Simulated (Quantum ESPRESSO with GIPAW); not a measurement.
# Octahedral tilting in SrTiO3 seen by 47Ti: the anisotropy

Starting from the cubic perovskite, neighbouring octahedra are turned by θ about [001] in opposite senses, in all three directions (tilt system a⁰a⁰c⁻). The cell and the cations are held, so the in-plane bonds lengthen as 1/cos θ. GIPAW with PBEsol and plane-wave PAW files from pslibrary 1.0.0 recipes (Ti spn, Sr spn, O n), cutoffs 60 and 576 Ry, a 5×5×5 mesh in every shielding run (Quantum ESPRESSO with GIPAW, a patched development version), without spin-orbit coupling. The atoms are held where the series puts them. The cells were built for this series from an entry of the Crystallography Open Database, taken as a prototype, and need not be stable phases. σ∥ is along the axis of the site, [001].

One member of the series, SrTiO3 (I4/mcm) at 6 °, as used in the shielding run:

```xyz
10
Lattice="0.0000 3.9050 3.9050 3.9050 0.0000 3.9050 3.9050 3.9050 0.0000" Properties=species:S:1:pos:R:3 pbc="T T T"
Ti    0.0000    0.0000    0.0000
Ti    3.9050    3.9050    3.9050
Sr    1.9525    1.9525    1.9525
Sr    5.8575    5.8575    5.8575
O     1.9525    4.1102    3.9050
O     3.6998    1.9525    3.9050
O     3.9050    3.9050    1.9525
O     5.8575    3.6998    3.9050
O     4.1102    5.8575    3.9050
O     3.9050    3.9050    5.8575
```

| angle θ (°) | θ² (deg²) | mean bond at Ti (Å) | σ∥ − σ⊥ of Ti (ppm) |
| --- | --- | --- | --- |
| 0 | 0.00 | 1.9525 | 0.00 |
| 1.5 | 2.25 | 1.9529 | -0.73 |
| 3 | 9.00 | 1.9543 | -2.86 |
| 4.5 | 20.25 | 1.9565 | -6.30 |
| 6 | 36.00 | 1.9597 | -11.01 |
| 7.5 | 56.25 | 1.9637 | -16.81 |
| 9 | 81.00 | 1.9687 | ? |
| 10.5 | 110.25 | 1.9747 | -31.88 |
| 12 | 144.00 | 1.9816 | -41.56 |

**Task.** Fit σ∥ − σ⊥ of Ti against x, the square of the angle in deg²; judge whether a straight line is enough, and predict the withheld row (x = 81.00 deg²).

1. The 8 known rows give Σx = 378.00, Σy = -111.15, Σx² = 37847.2500 and Σxy = -10996.2900.

2. Slope b = (nΣxy − ΣxΣy)/(nΣx² − (Σx)²) = -0.28741 and intercept a = (Σy − bΣx)/n = -0.313484 ppm.

3. Residuals y − a − bx, in the order of the table: +0.31, +0.23, +0.04, -0.17, -0.35, -0.33, +0.12, +0.14 ppm; r.m.s. 0.24 ppm, R² = 1.000. They bend, and a quadratic term takes much of them away: y = -0.11693490 − 0.3023795 x + 1.07932e-4 x², r.m.s. 0.13 ppm.

4. At x = 81.00 deg², inside the fitted range, the line gives -23.59 ppm and the parabola -23.90 ppm.

5. The run gives -23.71 ppm. The line misses by +0.12 ppm, the parabola by -0.19 ppm; that is within twice the r.m.s. of the parabola. Verdict: the parabola fits better, but on this row the two forms can't be told apart.

Between neighbouring rows of the full table the slope is -3.2 ppm for 10 deg² of θ² at the low end and -2.9 at the high end. Turning by −θ gives the same structure shifted by one cell, so a mean over an element is even in θ: hence the fit against θ². At x = 0 the site is cubic and the anisotropy vanishes, which a free intercept need not respect. The tensors are without the macroscopic shape term.

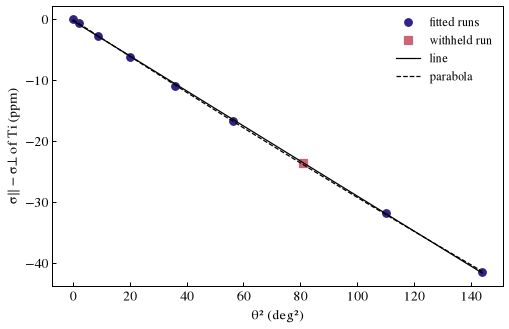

σ∥ − σ⊥ of Ti against θ².

[Logs are printed without paths, hosts, clocks, repeated set-up lines and the standing remarks that a program may print on its own settings, such as how far it seeks lower states.]

[Hosts, paths, dates, database ids (printed as entryN), source tags and the programs' standing remarks are cut or masked in the printed files.]
